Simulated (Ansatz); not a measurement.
System NbNO₃ (space group R-3c, No. 167); source of the atomic positions: the end point of a relaxation with DFT, PAW plane waves, pbe (Ansatz 0.2.0); the starting structure was generated, so it need not be a known form of this composition.

```cif
data_structure
_symmetry_space_group_name_H-M 'P 1'
_symmetry_Int_Tables_number 1
_cell_length_a 4.9982
_cell_length_b 4.9982
_cell_length_c 14.7867
_cell_angle_alpha 90.000
_cell_angle_beta 90.000
_cell_angle_gamma 120.000
_cell_volume 319.92
loop_
_atom_site_label
_atom_site_type_symbol
_atom_site_fract_x
_atom_site_fract_y
_atom_site_fract_z
_atom_site_occupancy
Nb1 Nb 0.00000 0.00000 0.00000 1
Nb2 Nb 0.33333 0.66667 0.16667 1
N1 N 0.00000 0.00000 0.25000 1
N2 N 0.66667 0.33333 0.08333 1
O1 O 0.64087 0.64087 0.25000 1
O2 O 0.35913 0.00000 0.25000 1
O3 O 0.00000 0.35913 0.25000 1
O4 O 0.02580 0.69246 0.08333 1
O5 O 0.30754 0.33333 0.08333 1
O6 O 0.66667 0.97420 0.08333 1
Nb3 Nb 0.66667 0.33333 0.33333 1
Nb4 Nb 0.00000 0.00000 0.50000 1
N3 N 0.66667 0.33333 0.58333 1
N4 N 0.33333 0.66667 0.41667 1
O7 O 0.30754 0.97420 0.58333 1
O8 O 0.02580 0.33333 0.58333 1
O9 O 0.66667 0.69246 0.58333 1
O10 O 0.69246 0.02580 0.41667 1
O11 O 0.97420 0.66667 0.41667 1
O12 O 0.33333 0.30754 0.41667 1
Nb5 Nb 0.33333 0.66667 0.66667 1
Nb6 Nb 0.66667 0.33333 0.83333 1
N5 N 0.33333 0.66667 0.91667 1
N6 N 0.00000 0.00000 0.75000 1
O13 O 0.97420 0.30754 0.91667 1
O14 O 0.69246 0.66667 0.91667 1
O15 O 0.33333 0.02580 0.91667 1
O16 O 0.35913 0.35913 0.75000 1
O17 O 0.64087 0.00000 0.75000 1
O18 O 0.00000 0.64087 0.75000 1
```

Describe how the polyhedra about Nb are linked (bonds: Nb–O below 2.3 Å).

Nb: NbO6 octahedron, sharing corners with six neighbours.

They form a three-dimensional framework of corner-sharing octahedra.

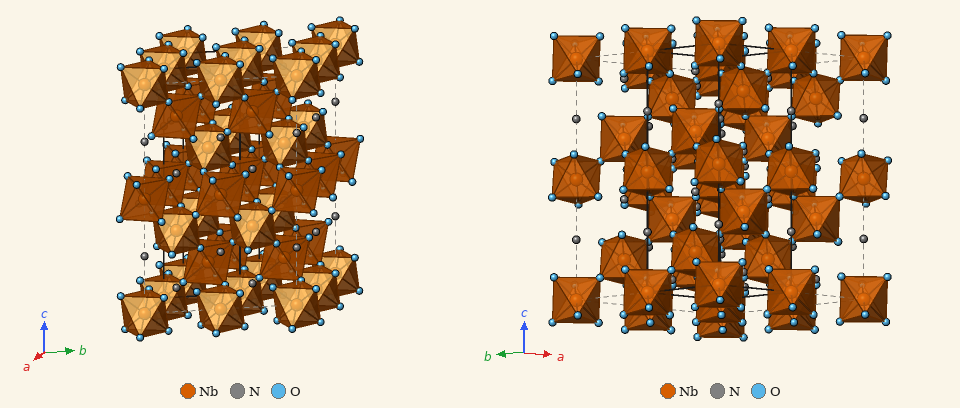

Polyhedra are drawn about Nb (bonds: Nb–O below 2.3 Å); other atoms are plain spheres. Two views of the same piece.
